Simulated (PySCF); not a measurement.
Consider C$_{5}$H$_{8}$FNSi (SMILES CC1=C(F)N([SiH3])[CH][CH-]1) (charge −1, doublet).

| atom | x (Å) | y (Å) | z (Å) |
| --- | --- | --- | --- |
| C | -2.6311 | -0.3759 | 0.5025 |
| C | -1.2608 | 0.0324 | 0.0652 |
| C | -0.0584 | -0.3694 | 0.6125 |
| F | 0.0941 | -1.2276 | 1.6699 |
| N | 1.0237 | 0.1771 | -0.0085 |
| Si | 2.7419 | -0.3941 | 0.0490 |
| C | 0.4799 | 0.9514 | -1.0093 |
| C | -0.8982 | 0.8931 | -0.9867 |
| H | -3.2082 | -0.7804 | -0.3333 |
| H | -3.1883 | 0.4743 | 0.9081 |
| H | -2.5619 | -1.1396 | 1.2762 |
| H | 3.8625 | -1.3425 | -0.3791 |
| H | 2.7640 | -0.6452 | 1.4988 |
| H | 3.2753 | 0.8490 | -0.5564 |
| H | 1.1281 | 1.5116 | -1.6575 |
| H | -1.5702 | 1.3949 | -1.6628 |

Geometry: GFN2-xTB.

These are results of PySCF 2.14.0, density-fitted response routines, UKS B3LYP, pcH-1 on C F H N Si, non-relativistic, mean-field spin-orbit, GIAO, not measurements.

### Predict the electron density, electron localisation function and spin density between the atoms.

C–N (1.36 Å): ρ is about 2.3 e/Å³ halfway; the ELF peaks at about 0.90 between the atoms; a covalent bond.
C–F (1.37 Å): ρ is about 2.1 e/Å³ halfway, with its minimum of 1.6 e/Å³ about 0.5 Å from C; the ELF peaks at about 0.85 between the atoms: a shared but strongly polarised pair.
C–C (1.38 Å): ρ at the midpoint is about 2.1 e/Å³; the ELF peaks at about 0.95 between the atoms: a covalent bond.
C–H (1.07 Å): ρ at the midpoint is about 2 e/Å³; the ELF climbs to about 1 towards the hydrogen, as it does in any bond to H (a covalent bond by its length).
The unpaired spin (1 electron) lies mostly on Si6 (about 0.6), H12 (about 0.1) and N5 (about 0.1), in electrons by Hirshfeld's partition.

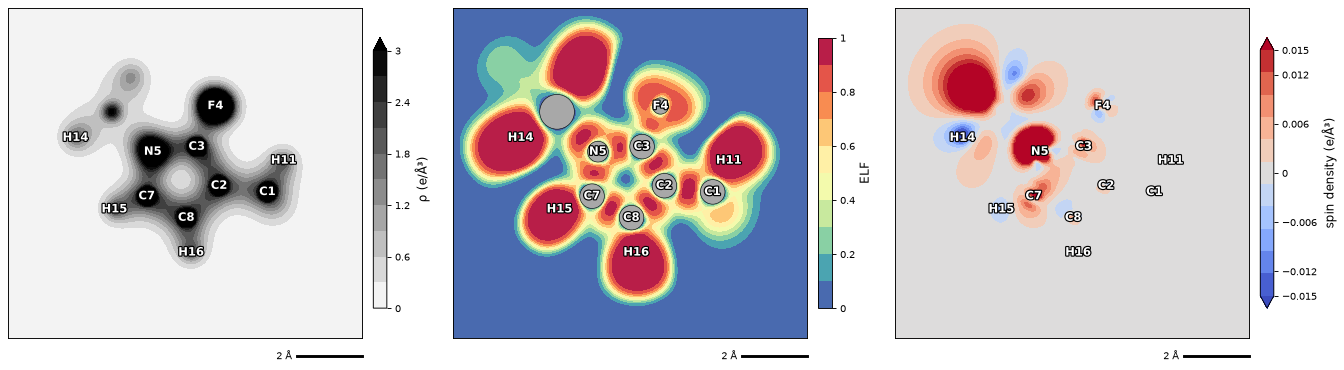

Computed electron density, electron localisation function and spin density on the plane of atoms C1, C2 and C3, in this order. Grey discs cover the atomic cores in the ELF map. 
